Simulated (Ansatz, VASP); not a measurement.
# ZnBr2: VASP beside Ansatz, part 2 of 2

One calculation is typed for both programs; each brings its own data sets and cutoff. How far apart do they land? The cell is generated by rule, not measured, and may not be a known phase. The cell comes out of the VASP series on this material, whose earlier steps may have relaxed, scaled or displaced it; both programs get it as it stands.

VASP 6.6.1 and Ansatz 0.2.0.

So far. Step 3 (VASP: band structure, PBEsol): The run ends at a pressure of 3.46 GPa.

## (6) VASP: band structure, PBEsol, spin-orbit coupling

Level of this step: PBEsol, spin-orbit coupling; plane waves and PAW (Zn, Br); invented cell (VASP).

Levels along a path test the potential and the projectors away from the mesh points.

The input, INCAR:

```
SYSTEM = ZnBr2
PREC = Accurate
ENCUT = 400
EDIFF = 1E-06
NELM = 100
ISMEAR = 0
SIGMA = 0.02
LREAL = .FALSE.
ALGO = Normal
GGA = PS
LNONCOLLINEAR = .TRUE.
MAGMOM = 0 0 0 0 0 0 0 0 0
NBANDS = 38
GGA_COMPAT = .FALSE.
LASPH = .TRUE.
LSORBIT = .TRUE.
LORBIT = 11
LWAVE = .FALSE.
LCHARG = .FALSE.
KPAR = 4
ISIF = 2
```

The input, POSCAR:

```
ZnBr2
1.0
    0.0000000000      3.2424000000      3.2424000000
    3.2424000000      0.0000000000      3.2424000000
    3.2424000000      3.2424000000      0.0000000000
Zn Br
1 2
Direct
    0.0000000000      0.0000000000      0.0000000000
    0.2500000000      0.2500000000      0.2500000000
    0.7500000000      0.7500000000      0.7500000000
```

The input, KPOINTS:

```
Automatic mesh
0
Gamma
8 8 8
0 0 0
```

The input, KPOINTS_OPT:

```
Line mode
16
Line-mode
Reciprocal
  0.00000000   0.00000000   0.00000000 GAMMA
  0.50000000   0.00000000   0.50000000 X

  0.50000000   0.00000000   0.50000000 X
  0.50000000   0.25000000   0.75000000 W

  0.50000000   0.25000000   0.75000000 W
  0.37500000   0.37500000   0.75000000 K

  0.37500000   0.37500000   0.75000000 K
  0.00000000   0.00000000   0.00000000 GAMMA

  0.00000000   0.00000000   0.00000000 GAMMA
  0.50000000   0.50000000   0.50000000 L

  0.50000000   0.50000000   0.50000000 L
  0.62500000   0.25000000   0.62500000 U

  0.62500000   0.25000000   0.62500000 U
  0.50000000   0.25000000   0.75000000 W

  0.50000000   0.25000000   0.75000000 W
  0.50000000   0.50000000   0.50000000 L

  0.50000000   0.50000000   0.50000000 L
  0.37500000   0.37500000   0.75000000 K

  0.62500000   0.25000000   0.62500000 U
  0.50000000   0.00000000   0.50000000 X
```

PAW data sets: Zn and Br (PBE family, release 64).

On the command line:

```
> mpirun -np 4 vasp_ncl
```

Numbers of over 12 decimals in the logs are rounded to 6 here.

What it wrote:

```text
[banner, memory and clock lines left out]
running    4 mpi-ranks, on    1 nodes
[...]
[... a notice as in an earlier step ...]

 LDA part: xc-table for (Slater+PW92), standard interpolation
 POSCAR, INCAR and KPOINTS ok, starting setup
[...]
entering main loop
       N       E                     dE             d eps       ncg     rms          rms(c)
DAV:   1     0.194502933485E+03    0.19450E+03   -0.99095E+03  2212   0.121E+03
DAV:   2     0.179398517261E+02   -0.17656E+03   -0.16517E+03  2368   0.304E+02
DAV:   3    -0.611123191861E+01   -0.24051E+02   -0.23470E+02  2490   0.113E+02
DAV:   4    -0.678931763461E+01   -0.67809E+00   -0.67575E+00  2608   0.207E+01
[...]
DAV:  11    -0.620487285769E+01   -0.30042E-04   -0.40503E-04  2550   0.354E-01    0.358E-02
DAV:  12    -0.620488473072E+01   -0.11873E-04   -0.41469E-05  2378   0.746E-02    0.593E-03
DAV:  13    -0.620488457858E+01    0.15214E-06   -0.48766E-06  2672   0.355E-02
   1 F= -.62048846E+01 E0= -.62048544E+01  d E =-.602648E-04  mag=    -0.0000     0.0000    -0.0000
 Start KPOINTS_OPT (optional k-point list driver)
k-point batch [1-29\160]
       N       E                     dE             ncg
DAV:   1     0.295846953740E+04   -0.11336E+05     2204
DAV:   2    -0.207708749308E+04   -0.50356E+04     2356
DAV:   3    -0.276295636604E+04   -0.68587E+03     2612
DAV:   4    -0.278378722553E+04   -0.20831E+02     2554
DAV:   5    -0.278398176717E+04   -0.19454E+00     2536
DAV:   6    -0.278398504555E+04   -0.32784E-02     2600
DAV:   7    -0.278398513301E+04   -0.87461E-04     2564
DAV:   8    -0.278398513593E+04   -0.29196E-05     2134
DAV:   9    -0.278398513605E+04   -0.12173E-06     1588
[...]
k-point batch [146-160\160]
       N       E                     dE             ncg
DAV:   1     0.105324890668E+05   -0.90160E+04     1140
DAV:   2     0.790693962736E+04   -0.26255E+04     1260
DAV:   3     0.756116067955E+04   -0.34578E+03     1362
DAV:   4     0.755212534314E+04   -0.90353E+01     1348
DAV:   5     0.755203699261E+04   -0.88351E-01     1330
DAV:   6     0.755203546374E+04   -0.15289E-02     1404
DAV:   7     0.755203542616E+04   -0.37580E-04     1330
DAV:   8     0.755203542489E+04   -0.12678E-05     1174
DAV:   9     0.755203542483E+04   -0.58537E-07      874
```

OUTCAR, selected parts (step 6):

```text
  Total        1.4975522      1.4975522      1.4975522     -0.0000000      0.0000000     -0.0000000
  in kB       35.1935255     35.1935255     35.1935255     -0.0000000      0.0000000     -0.0000000
  external PRESSURE =      35.1935255 kB  Pullay stress =       0.0000000 kB

 POSITION                                       TOTAL-FORCE (eV/Angst)
 -----------------------------------------------------------------------------------
      0.00000      0.00000      0.00000        -0.000000     -0.000000      0.000000
      1.62120      1.62120      1.62120         0.000000     -0.000000     -0.000000
      4.86360      4.86360      4.86360         0.000000      0.000000     -0.000000
 -----------------------------------------------------------------------------------
    total drift:                                0.000000      0.000000      0.000000

  FREE ENERGIE OF THE ION-ELECTRON SYSTEM (eV)
  ---------------------------------------------------
  free  energy   TOTEN  =        -6.2048845786 eV

  energy  without entropy=       -6.2048243138  energy(sigma->0) =       -6.20485445

 magnetization (x)
# of ion       s       p       d       tot
------------------------------------------
    1       -0.000  -0.000   0.000   0.000
    2        0.000   0.000   0.000   0.000
    3        0.000   0.000   0.000   0.000
--------------------------------------------------
tot          0.000  -0.000   0.000   0.000

 magnetization (y)
# of ion       s       p       d       tot
------------------------------------------
    1        0.000   0.000  -0.000  -0.000
    2        0.000   0.000   0.000   0.000
    3        0.000   0.000   0.000   0.000
--------------------------------------------------
tot          0.000   0.000  -0.000  -0.000

 magnetization (z)
# of ion       s       p       d       tot
------------------------------------------
    1       -0.000  -0.000  -0.000  -0.000
    2        0.000   0.000  -0.000  -0.000
    3        0.000   0.000  -0.000  -0.000
--------------------------------------------------
tot         -0.000  -0.000  -0.000  -0.000

[... 1 part as in an earlier step ...]

[... 2 further parts left out ...]
[key lines of the parts left out:]
E-fermi :   2.4669
```

The run ends at a pressure of 3.52 GPa.

## (7) Ansatz: band structure, PBEsol, spin-orbit coupling

The same cell, functional, mesh and smearing now go to Ansatz, which takes its cutoff from its data sets.

The cell comes out of the VASP series on this material, whose earlier steps may have relaxed, scaled or displaced it; both programs get it as it stands.

The input, input.yaml:

```yaml
crystal:
  lattice:
    - [0.0, 3.2424, 3.2424]
    - [3.2424, 0.0, 3.2424]
    - [3.2424, 3.2424, 0.0]
  atoms:
    - { symbol: Zn, position: [0.0, 0.0, 0.0] }
    - { symbol: Br, position: [0.25, 0.25, 0.25] }
    - { symbol: Br, position: [0.75, 0.75, 0.75] }
hamiltonian:
  xc: pbesol
  pseudopotentials: { kind: paw_fr }
magnetization:
  noncollinear: true
  spin_orbit: true
kpoints:
  mp_grid: { grid: [8, 8, 8] }
  band_path:
    path:
      - [0.0, 0.0, 0.0]
      - [0.16667, 0.0, 0.16667]
      - [0.33333, 0.0, 0.33333]
      - [0.5, 0.0, 0.5]
      - [0.5, 0.08333, 0.58333]
      - [0.5, 0.18333, 0.68333]
      - [0.5, 0.25, 0.75]
      - [0.45, 0.3, 0.75]
      - [0.40833, 0.34167, 0.75]
      - [0.35, 0.35, 0.7]
      - [0.225, 0.225, 0.45]
      - [0.075, 0.075, 0.15]
      - [0.03333, 0.03333, 0.03333]
      - [0.23333, 0.23333, 0.23333]
      - [0.4, 0.4, 0.4]
      - [0.51667, 0.46667, 0.51667]
      - [0.55833, 0.38333, 0.55833]
      - [0.60833, 0.28333, 0.60833]
      - [0.60833, 0.25, 0.64167]
      - [0.55833, 0.25, 0.69167]
      - [0.51667, 0.25, 0.73333]
      - [0.5, 0.3, 0.7]
      - [0.5, 0.38333, 0.61667]
      - [0.5, 0.48333, 0.51667]
      - [0.475, 0.475, 0.55]
      - [0.425, 0.425, 0.65]
      - [0.38333, 0.38333, 0.73333]
      - [0.59167, 0.18333, 0.59167]
      - [0.55, 0.1, 0.55]
      - [0.5, 0.0, 0.5]
    npoints: 1
scf:
  occupations: { method: gaussian, width: 0.02 }
  n_extra_bands: 14
output:
  forces: true
  stress: true
  eigenvalues: true
  write_density: true
  write_potential: true
  elf: true
  volumetric_format: npy
```

On the command line:

```
> ansatz run input.yaml --threads 2 --pin off --max-ram 4608MiB --backend cpu --events-out ev --progress --plain --runs-dir out
```

What it wrote:

```text
[...]
non-collinear run that drives no moment, with spin-orbit: no starting moment large enough to seed its density (crystal.atoms[].spin), no starting occupations that ask for one, no magnetisation constraint and no magnetic field, so the semilocal B_xc is pinned to zero
Crystal: 3 atoms, lattice volume = 68.176 Å³
[...]
k-point 0: bands = [... 22 lower, 4.8771, 4.8771, 4.8771, 4.8771, 5.8175, 5.8175, 9.6912, 9.6912, ... 10 higher]
  k-point 1: bands = [... 22 lower, 4.4354, 4.4354, 4.7208, 4.7208, 6.8142, 6.8142, 9.9301, 9.9301, ... 10 higher]
  k-point 2: bands = [... 22 lower, 4.0537, 4.0537, 4.3529, 4.3529, 7.8707, 7.8707, 10.7064, 10.7064, ... 10 higher]
  k-point 28: bands = [... 22 lower, 5.8550, 5.8550, 5.9420, 5.9420, 7.8533, 7.8533, 11.3770, 11.3770, ... 10 higher]
[key lines of the parts left out:]
SCF converged after 7 iterations
Magnetization: |M| = 0.0000 μB,  M = (+0.0000, +0.0000, +0.0000) μB
Free energy (F): -8755.488425 eV
Fermi energy:    6.102966 eV
P = ⅓ Tr σ = 3.6083 GPa (36.083 kbar)
```

Wall time 17 s (2 threads of Arm Neoverse V2, shared host); peak memory 0.52 GiB.

## (8) Differences

What differs besides the data sets and the points named for the pairs above, as far as they apply: spin-orbit coupling enters by fully relativistic files in Ansatz and inside the spheres in VASP. Total energies have different zeros and are not compared.

Compared:

```
      quantity  Ansatz  VASP  difference
pressure (GPa)    3.61  3.52       +0.09
```

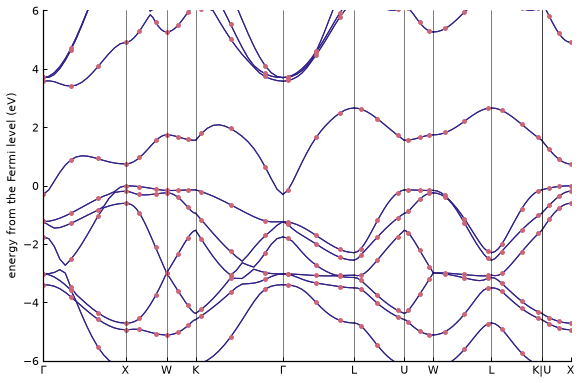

Bands from VASP (lines) and levels from Ansatz (dots). Dots without a line are higher empty bands that the VASP plot leaves out.

Levels from 3 eV below to 2 eV above the Fermi level differ by 6 meV r.m.s. and 15 meV at most; each VASP level is matched to the nearest of Ansatz, which flatters the figure a little. Ansatz's pressure holds a Pulay correction of 0.05 GPa; VASP's holds none.

## (9) Summary of results

| Quantity | Value |
| --- | --- |
| r.m.s. difference of levels near the Fermi level (band structure, PBEsol) | 5.3 meV |
| r.m.s. difference of levels near the Fermi level (band structure, PBEsol, spin-orbit coupling) | 6.4 meV |

The r.m.s. difference of levels near the Fermi level is 6.4 meV (band structure, PBEsol, spin-orbit coupling), within the 80 meV picked in this series as the mark of a large difference. For band structure, PBEsol: no further run halves the r.m.s. difference of levels near the Fermi level; only Ansatz's side was varied. The all-electron run, which needs no data set, lies 6.8 meV from VASP, against 5.3 for Ansatz's PAW result. 1 further run on this material is not shown. Differences of this kind measure data sets and numerical settings, not the functional's error against experiment.

[Lines on the potential files, build, host, timing and source positions are cut from VASP's logs without a mark.]

[Logs are printed without paths, hosts, clocks, repeated set-up lines and the standing remarks that a program may print on its own settings, such as how far it seeks lower states.]

[Hosts, paths, dates, database ids (printed as entryN), source tags and the programs' standing remarks are cut or masked in the printed files.]
